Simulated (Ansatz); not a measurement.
**Cl$_{2}$GeH$_{3}$NO···H$_{2}$: density, localisation and related maps**

```xyz
10

Ge   -0.0757   -0.7384   -0.6071
H     1.9541    0.3232    3.0672
Cl    1.2153    1.0335   -0.5834
O    -1.7476   -0.1586   -0.4761
H    -1.8562    0.6753   -0.9732
Cl    0.3128   -1.7569   -2.4773
N     0.1642   -1.9429    0.7317
H     0.1759   -1.5085    1.6625
H     1.0183   -2.4994    0.6111
H     1.8387    0.4686    2.3206
```

Method: RKS PBE/def2-SVP in Ansatz.

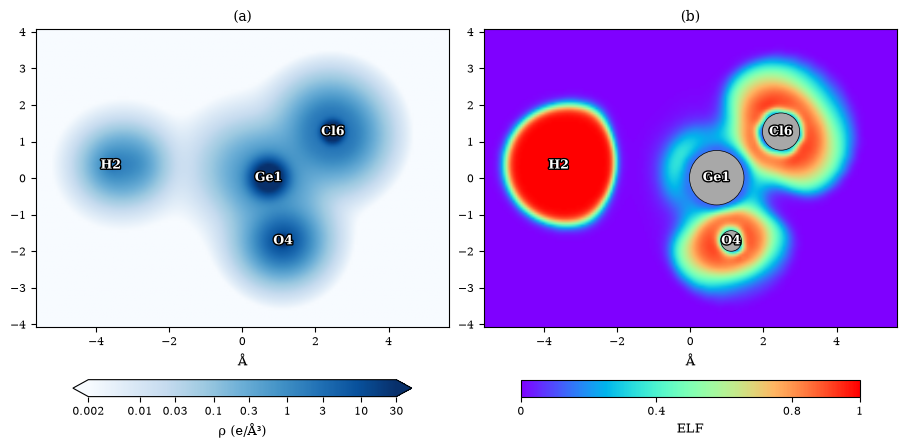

Figure 1. (a) total electron density; (b) electron localisation function on the plane of atoms O4, Ge1 and Cl6. Grey discs cover the atomic cores in the ELF map.

Describe what can be read from this map.

Answer. The plane passes through Ge, H, O and Cl nuclei. Ge–O (1.77 Å): the density is about 0.98 e/Å³ at the midpoint; the ELF peaks at about 0.85 in the valence shell of O, 0.6 Å from its nucleus, and is about 0.35 at the midpoint. Ge–Cl (2.16 Å): the density is about 0.71 e/Å³ at the midpoint; the ELF peaks at about 0.85 in the valence shell of Cl, 0.8 Å from its nucleus, and is about 0.65 at the midpoint. The ELF also peaks beside O4 and Cl6, away from the bonds: lone-pair regions.

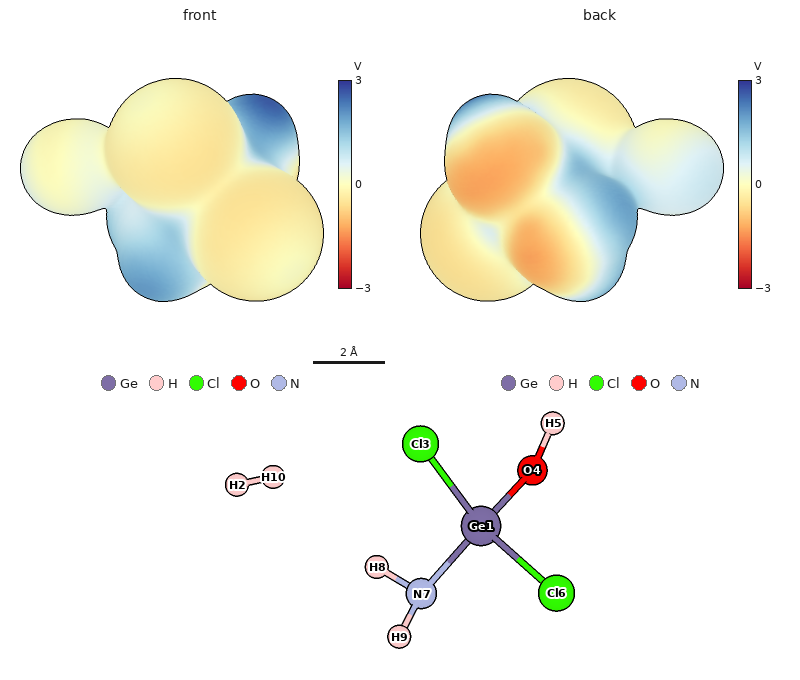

Figure 2. The electrostatic potential painted on the density surface at 0.002 e/bohr³, seen from the front and from behind; red is negative and blue positive. The bare structure is drawn below in the same view.

Describe the electrostatic potential map.

Answer. The most negative region (about −1.3 V) lies over O4 and N7, the most positive (about +2.5 V) over H5.

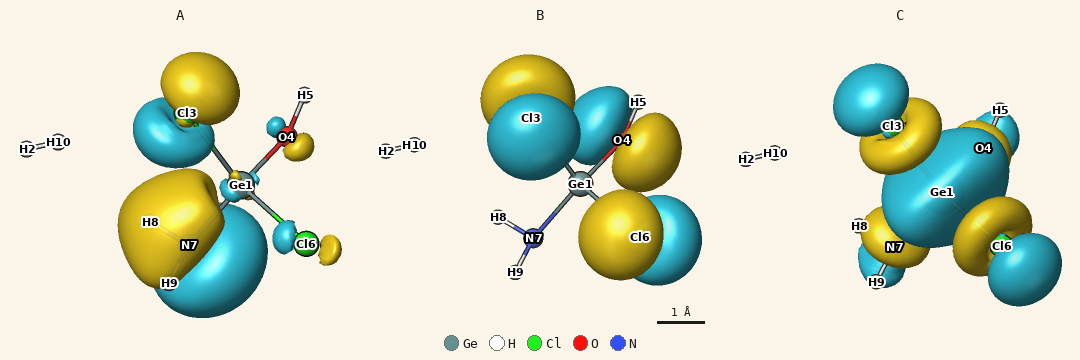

Figure 3. Three frontier orbitals at ±0.1 Å⁻³ᐟ² (yellow and cyan are the two phases), in no order.

Order the three orbitals by energy and name them.

Answer. B is the HOMO−1 (−7.34 eV). It lies mainly on Cl3 (about 30 %), O4 (about 30 %) and Cl6 (about 30 %); largely a combination of lone pairs on Cl3, O4 and Cl6. A is the HOMO (−6.72 eV). Its weight (Hirshfeld) is mainly on N7 (about 65 %), Cl3 (about 10 %) and Ge1 (about 10 %); largely a lone pair of N7. C is the LUMO (−1.85 eV). Its weight (Hirshfeld) is mainly on Ge1 (about 30 %), Cl3 (about 20 %), Cl6 (about 20 %), O4 (about 10 %) and N7 (about 10 %).

What is the HOMO–LUMO gap?

Answer. 4.87 eV between the orbital energies.

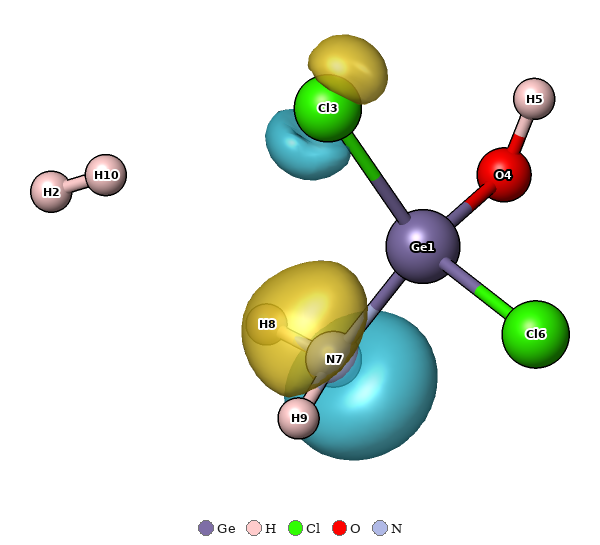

Figure 4. The HOMO at ±0.2 Å⁻³ᐟ² (yellow and cyan are the two phases), seen across its widest extent.

Describe this orbital and give its energy.

Answer. By Hirshfeld shares it lies mainly on N7 (about 65 %), Cl3 (about 10 %) and Ge1 (about 10 %); largely a lone pair of N7. Its energy is −6.72 eV.
